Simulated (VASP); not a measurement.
Band structure of MoSi₂ (MoSi2 type). Method: r2SCAN+rVV10, VASP's PBE PAW potentials (set 64) (plane waves; VASP).

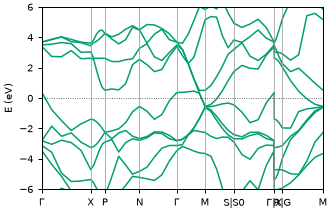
Figure: Bands along high-symmetry lines, zero at the valence-band maximum or, without a gap, the Fermi level

Problem. Read the plot: is there a gap, and where are the band edges?

Solution. It has no gap at this level: it comes out as a metal or semimetal.

The compound is MoSi2 in the MoSi2 type structure. It was relaxed first.
